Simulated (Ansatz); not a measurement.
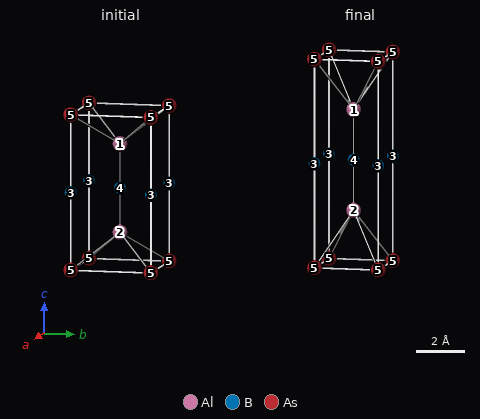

The structure of solid Al$_{2}$B$_{2}$As (a generated structure, set up in P4/mmm) (coarse preliminary run) before (left) and after (right) a relaxation, at one scale.

A ball-and-stick model of the cell of the calculation, seen slightly off an axis.

Computed with DFT PBE, scalar-relativistic, plane waves, PAW (Ansatz).

The input:
```yaml
crystal:
  lattice:
    - [3.48573922, 0.0, 0.0]
    - [0.0, 3.48573922, 0.0]
    - [0.0, 0.0, 6.65916443]
  atoms:
    - { symbol: Al, position: [0.5, 0.5, 0.78543871] }
    - { symbol: Al, position: [0.5, 0.5, 0.21456129] }
    - { symbol: B, position: [0.0, 0.0, 0.5] }
    - { symbol: B, position: [0.5, 0.5, 0.5] }
    - { symbol: As, position: [0.0, 0.0, 0.0] }
basis:
  ecutwfc: 420
kpoints:
  mp_grid: { grid: [6, 6, 4] }
hamiltonian:
  xc: pbe
scf:
  occupations: { method: gaussian, width: 0.1 }
  lower_state_search: "off"
output:
  forces: true
  stress: true
  eigenvalues: true
relax:
  adjacent_minimum: "off"
  f_tol: 0.04
  max_steps: 70
  cell: { stress_tol: 0.4 }
```

Launched with:
```bash
ansatz run input.yaml --threads 1 --pin off --max-ram 2560MiB --backend cpu --events-out ev --progress --plain --runs-dir out
```

Describe what moved and what it gained.

Answer. The largest moves relative to the cell, 0.39 Å, are those of Al1 and Al2. Al1 goes along −c. B and As stay in place. The drawn cell changes as follows: a = b 3.486 → 2.772 Å (−20.5 %), c 6.659 → 8.931 Å (+34.1 %); the volume changes by −15.2 %. Among the contacts that change: As5–As5 3.486 → 2.772 Å, B3–B4 2.465 → 1.960 Å, Al1–B4 1.901 → 2.158 Å, Al1–As5 2.849 → 3.027 Å. The space group stays P4/mmm (No. 123). Over 14 accepted moves (16 points after the start) the energy falls by 325 meV per atom. The largest force component goes from 2.9 to 0.0012 eV/Å. Pressure: −4.98 GPa at the start and −0.31 GPa at the end. The SCF was repeated twice at an unchanged geometry on a basis and grid sized afresh for the cell, which shifted the energy by 15.9 meV per atom at most.
